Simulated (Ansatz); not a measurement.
# UHF/3-21G run of PH2 (SMILES [PH2])

Aim: the electronic atomisation energy of PH2 at UHF/3-21G, from 3 runs. 

The results are computed with Ansatz 0.2.0.

28 further runs of the same task are left out: 28 set aside as unsound or not needed.

### Step 1. The molecule

PH2 has 3 atoms, charge 0, and is taken as a doublet. As SMILES, `[PH2]`. The coordinates come from a PBE0-D4/def2-TZVP relaxation.

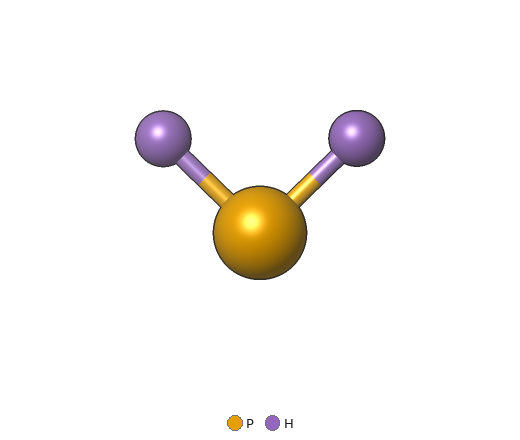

Viewed from a chosen angle; phosphorus amber, hydrogen purple.

### Step 2. A single-point energy at UHF/3-21G

The input, in.yaml:

```yaml
crystal:
  periodic: [false, false, false]
  atoms:
    - symbol: P
      position_ang: [0.525730, -0.309370, 0.258210]
    - symbol: H
      position_ang: [0.114640, 1.051490, 0.176750]
    - symbol: H
      position_ang: [-0.640370, -0.742120, -0.434970]
basis:
  gaussian:
    orbitals: 3-21G.json
magnetization:
  spin_polarized: true
  initial_magnetization: 1
hamiltonian:
  xc: hf
accuracy: high
output:
  orbitals: {seedname: orbitals}
```

The basis set 3-21G is read from a file made from the Basis Set Exchange's data (not shown).

Launch:

```sh
$ ansatz run in.yaml --threads 1 --pin off --max-ram 3480MiB --events-out events.jsonl --progress --plain --runs-dir runs
```

The log of the run:

```text
Warning: RAYON_NUM_THREADS=1 ignored (pool sized by the plan → 1); use --threads N
Functional definition: HF
  name "HF"
  exchange = exact_x
  correlation = 0
323 factors; integrals over basis functions are off by at most 2.1e-9 eV
mean field evaluation 1: about -9254.8355 eV, gradient 5.3e0 eV
mean field evaluation 2: about -9254.8350 eV, gradient 5.3e0 eV
mean field evaluation 4: about -9255.1140 eV, gradient 4.0e-1 eV
mean field evaluation 8: about -9255.1180 eV, gradient 1.2e-2 eV
mean field -9255.11795792 eV, -340.1193116092 hartree, gradient 2.6e-8 eV, S^2 0.757622; 0 other end points of the search recorded, 0 dependent functions left out
reference -9255.11795792 eV, -340.1193116092 hartree; 9, 8 occupied and 8, 9 virtual orbitals, 323 factors
Total energy: -9255.11795792 eV, -340.1193116092 hartree
```

Run time: 0.1 s. Hardware: 1 thread of Arm Neoverse V1, shared host.

### Step 3. The H atom, same level

The input, in.yaml:

```yaml
crystal:
  periodic: [false, false, false]
  atoms:
    - {symbol: H, position_ang: [0.000000, 0.000000, 0.000000]}
basis:
  gaussian: {orbitals: 3-21G.json}
total_charge: 0
magnetization: {spin_polarized: true, initial_magnetization: 1}
hamiltonian: {xc: hf}
accuracy: high
```

The basis set 3-21G is read from a file made from the Basis Set Exchange's data (not shown).

Run the same way, it converges to -0.49620 Eh (log not shown).

### Step 4. The P atom, same level

The input, input.yaml:

```yaml
crystal:
  periodic: [false, false, false]
  atoms:
    - {symbol: P, position_ang: [0.000000, 0.000000, 0.000000]}
basis:
  gaussian: {orbitals: 3-21G.json}
accuracy: high
hamiltonian: {xc: hf}
magnetization: {spin_polarized: true, initial_magnetization: 3}
```

The basis set 3-21G is read from a file made from the Basis Set Exchange's data (not shown).

Launch:

```sh
$ ansatz run input.yaml --threads 1 --pin off --max-ram 3480MiB --events-out events.jsonl --progress --plain --runs-dir runs
```

The log of the run:

```text
Warning: RAYON_NUM_THREADS=1 ignored (pool sized by the plan → 1); use --threads N
[... 4 set-up lines as earlier in the session ...]
78 factors; integrals over basis functions are off by at most 2.3e-9 eV
mean field evaluation 1: about -9224.5714 eV, gradient 2.9e0 eV
mean field evaluation 2: about -9224.5885 eV, gradient 2.8e0 eV
mean field evaluation 4: about -9224.6621 eV, gradient 1.4e-1 eV
mean field evaluation 8: about -9224.6621 eV, gradient 1.9e-3 eV
mean field -9224.66208089 eV, -339.0000787722 hartree, gradient 7.6e-8 eV, S^2 3.750098; 0 other end points of the search recorded, 0 dependent functions left out
reference -9224.66208089 eV, -339.0000787722 hartree; 9, 6 occupied and 4, 7 virtual orbitals, 78 factors
Total energy: -9224.66208089 eV, -339.0000787722 hartree
```

It took 0.04 s on 1 thread of Arm Neoverse V1, shared host.

### Step 5. Outcome

Level: UHF/3-21G.

```
                                    quantity          value
                      molecule: total energy  -340.11931 Eh
molecule: HOMO energy (highest over α and β)      -10.33 eV
 molecule: LUMO energy (lowest over α and β)        0.93 eV
                              molecule: ⟨S²⟩          0.758
                        H atom: total energy    -0.49620 Eh
                                H atom: ⟨S²⟩          0.750
                        P atom: total energy  -339.00008 Eh
                                P atom: ⟨S²⟩          3.750
               electronic atomisation energy       3.451 eV
```

What this shows: Taking the molecule apart into free atoms costs 3.45 eV (80 kcal/mol), before zero-point energy and without spin-orbit coupling. Hartree–Fock lacks the correlation of the bonding pairs, which as a rule makes this value much too low; in minimal bases other errors can mask that. The basis has no polarisation functions, which makes bonds too weak.
